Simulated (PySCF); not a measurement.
C4H6O2Si (SMILES C=C1[SiH2][C@H]1OC=O)

Input file:

```
{"job": {"kind": "uv", "xc": "CAM-B3LYP", "basis": "def2-SVPD", "nstates": 8, "ntriplets": 3}, "charge": 0, "multiplicity": 1}
C     -1.948225    -1.035570    -0.395460
C     -1.155979    -0.198006     0.238823
Si    -0.482196     0.657861     1.744892
C      0.166192     0.456199    -0.050721
O      1.233091    -0.440388    -0.348035
C      2.203836    -0.010173    -1.120191
O      2.307661     1.071381    -1.627492
H     -2.845334    -1.428294     0.056559
H     -1.743099    -1.356841    -1.407287
H      0.131693    -0.164427     2.769485
H     -0.977848     1.973787     2.100911
H      0.162529     1.297581    -0.739877
H      2.943291    -0.822624    -1.239334
```

Run with:

```sh
OMP_NUM_THREADS=1 python probes_run.py task.json out
```

Geometry: GFN2-xTB.

Theory: CAM-B3LYP/def2-SVPD, SCF density, gas phase (PySCF 2.14.0).

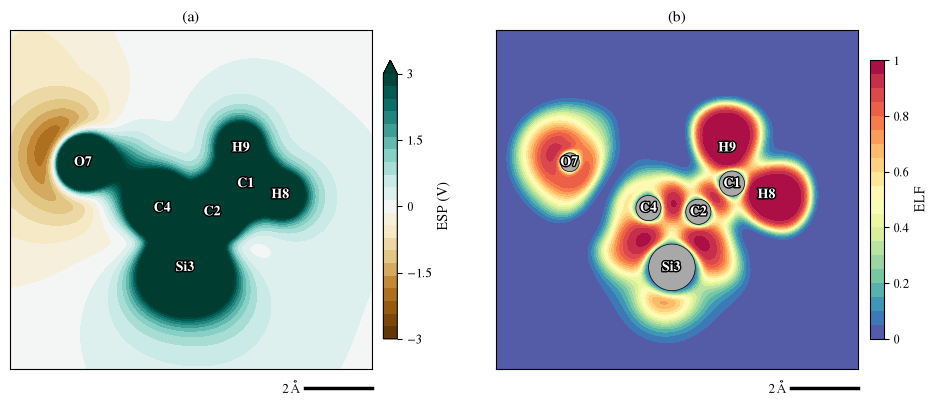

Figure 1. (a) molecular electrostatic potential; (b) electron localisation function on the plane of atoms H8, C1 and H9. Grey discs cover the atomic cores in the ELF map.

### What do the fields say about this system?

The section cuts through C, Si, O and H sites. C–C (1.32 Å): the ELF peaks at about 0.90 between the atoms: a short, multiple covalent bond. C–Si (1.86 Å): the ELF peaks at about 0.85 between the atoms; a covalent bond. C–H (1.08 Å): the ELF climbs to about 1 towards the hydrogen, as it does in any bond to H (an ordinary covalent bond to hydrogen). C–C (1.50 Å): the ELF peaks at about 0.95 between the atoms, as expected for a covalent bond. C–Si (1.92 Å): the ELF peaks at about 0.85 between the atoms; a shared electron pair. The ELF also peaks beside O7, away from the bonds: lone-pair regions. Outside the dense part of the molecule the potential is most negative (−2.1 V) near O7.

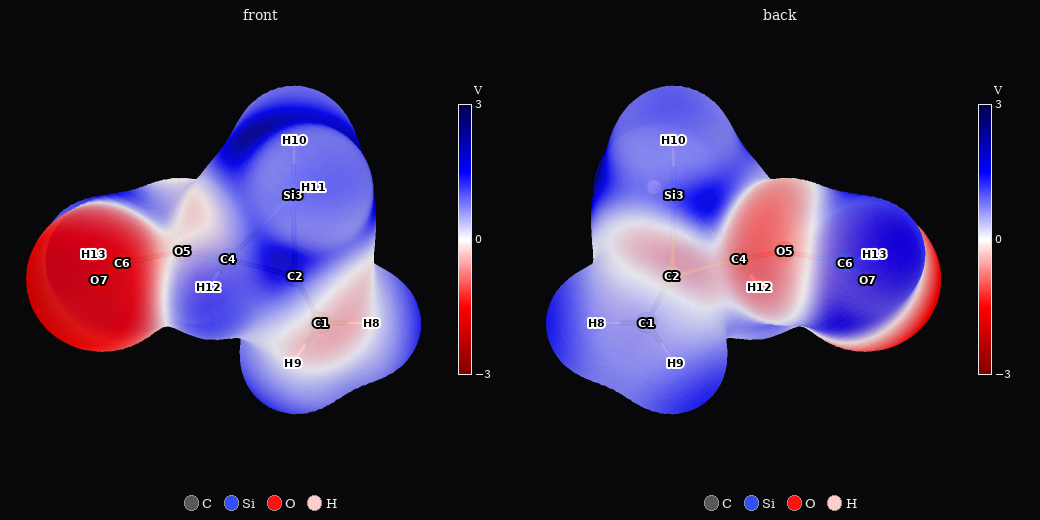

Figure 2. The molecular electrostatic potential painted on the density surface at 0.004 e/bohr³, seen from the front and from behind; red is negative and blue positive.

### Describe the electrostatic potential map.

The most negative region (about −1.9 V, or −44 kcal/mol for a unit charge) lies over O7, the most positive (about +2.4 V, or +55 kcal/mol for a unit charge) over Si3. O7 is the likeliest acceptor of a hydrogen bond.

### How polar is the molecule by this calculation?

Its dipole moment is 2.88 D.
